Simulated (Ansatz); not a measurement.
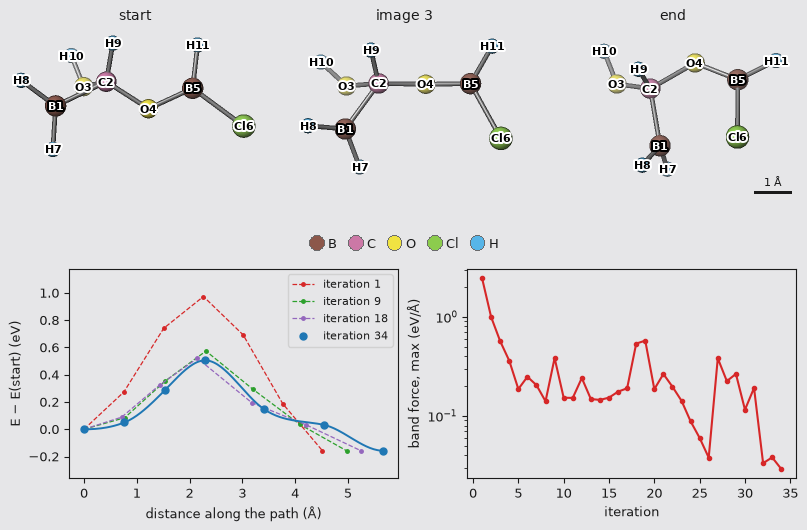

A nudged-elastic-band calculation for CH₅B₂ClO₂. Images are numbered from 0 (start) to 6 (end). The plot follows the band through its iterations. A ball-and-stick model, seen at a tilt.

The calculation used RKS CAM-B3LYP/def2-SVP (Ansatz). Settings: 5 movable images; climbing image; force threshold 0.03 eV/Å; iteration limit 60; starting path by image-dependent pair potential.

Question: Judge this run.

Answer: The run is converged, with reservations. The band converged in 34 iterations. The largest component of the band force went from 2.5 to 0.029 eV/Å. The climbing image converged on the top of the path. Its vibrational analysis gives 2 imaginary modes over 30i cm⁻¹, so it isn't confirmed as a transition state. The first iteration put the highest image at 0.97 eV. The energy climbs by 0.51 eV to image 3 and then falls by 0.66 eV, so the end point sits at −0.16 eV.
